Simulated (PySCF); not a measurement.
## Electronic structure of C₂H₅ClOSi (SMILES C=CO[SiH2]Cl) in real space

```xyz
10

C    -1.7510    0.1049    0.2357
C    -0.9108    0.4879   -0.7072
O     0.4139    0.2551   -0.7371
Si    1.5749   -0.4242    0.1627
Cl    2.7558    1.0512    0.8402
H    -1.4223   -0.4436    1.1002
H    -2.7960    0.3379    0.1633
H    -1.2354    1.0421   -1.5806
H     1.0886   -1.1771    1.3116
H     2.2911   -1.2296   -0.8114
```

Geometry: GFN2-xTB, NEB image 0 of 0 to 8.

Theory: PySCF 2.14.0, PBE0/pcSseg-1, SCF density, gas phase, non-relativistic.

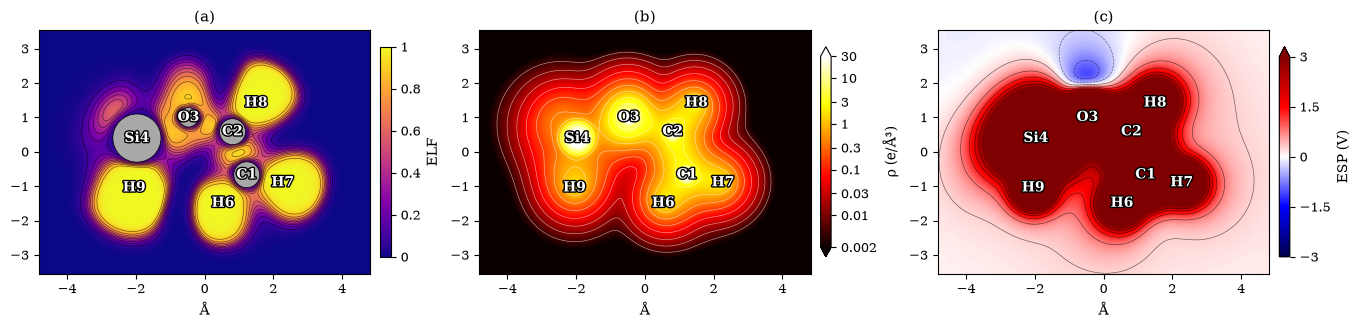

Figure 1. (a) electron localisation function; (b) total electron density; (c) electrostatic potential on the plane of atoms C2, C1 and H6. Grey discs cover the atomic cores in the ELF map.

Question: Interpret the plot.

Answer: Atoms in the plane: C, O, Si and H. C–C (1.32 Å): ρ at the midpoint is about 2.4 e/Å³; the ELF peaks at about 0.90 between the atoms: a multiple bond. C–O (1.35 Å): the density is about 2.3 e/Å³ at the midpoint, with its minimum of 1.9 e/Å³ about 0.5 Å from C; the ELF peaks at about 0.90 between the atoms (a polar covalent bond). Si–O (1.62 Å): ρ is about 1.1 e/Å³ halfway; the ELF peaks at about 0.85 between the atoms: a short, strongly polar bond. C–H (1.07 Å): ρ is about 2 e/Å³ halfway; the ELF climbs to about 1 towards the hydrogen, as it does in any bond to H: a covalent bond by its length. Si–H (1.46 Å): ρ is about 0.85 e/Å³ halfway; the ELF climbs to about 1 towards the hydrogen. The ELF also peaks beside O3, away from the bonds: lone-pair regions. Outside the dense part of the molecule the potential is most negative (−1.1 V) near O3.

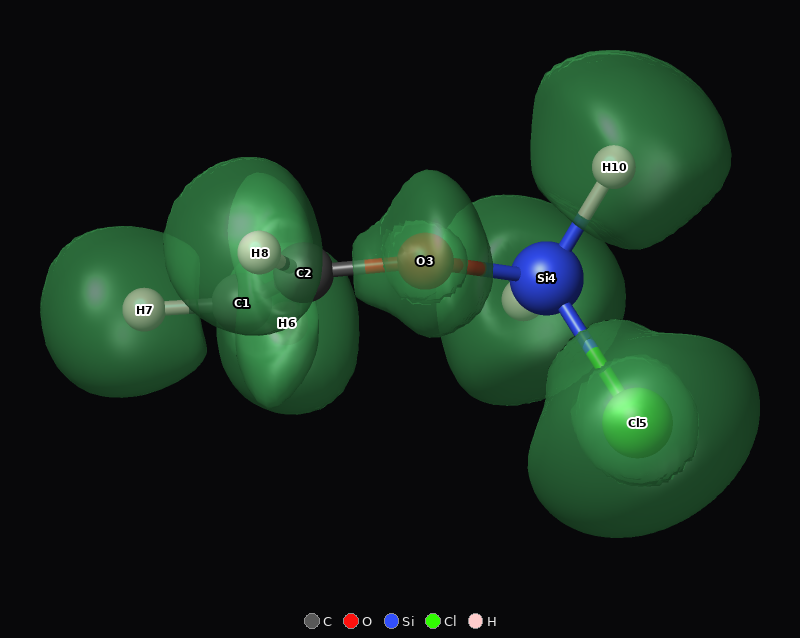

Figure 2. Isosurface of the electron localisation function at 0.75 (green), seen from one side. Only the valence region is drawn (cores and ρ < 0.01 e/Å³ removed).

Question: Where are the electrons localised?

Answer: The ELF exceeds this value in one region between bonded C–C atoms (shared pairs), five regions around hydrogen nuclei, one region on Cl in which the atom's valence shell and bonds are merged and one region on O in which the atom's valence shell and bonds are merged.

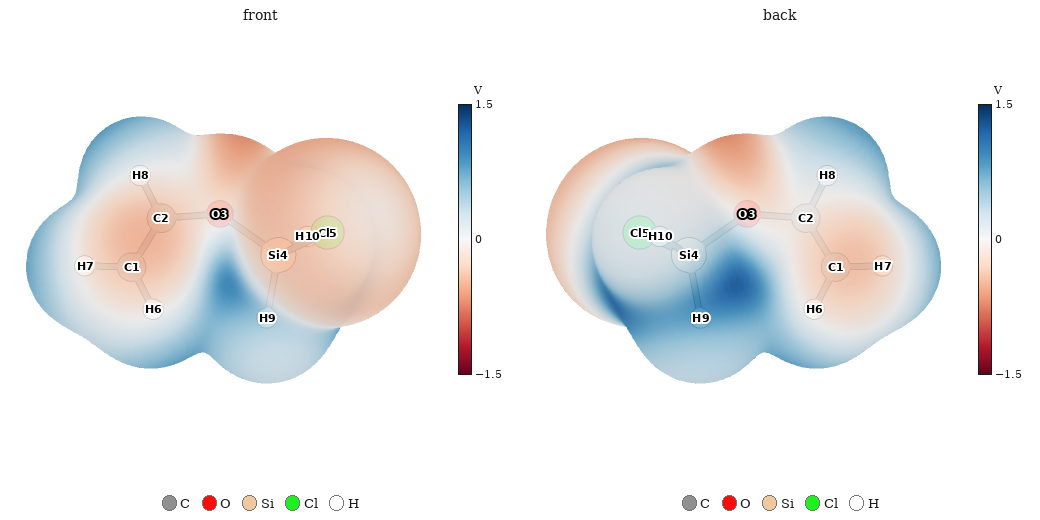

Figure 3. The electrostatic potential painted on the density surface at 0.001 e/bohr³, seen from the front and from behind; the colour scale runs from red (negative) to blue (positive).

Question: Describe the electrostatic potential map.

Answer: The most negative region (about −0.6 V, or −14 kcal/mol for a unit charge) lies over O3, the most positive (about +1.2 V, or +28 kcal/mol for a unit charge) over Si4.

Question: How polar is the molecule by this calculation?

Answer: Its dipole moment is 1.52 D.
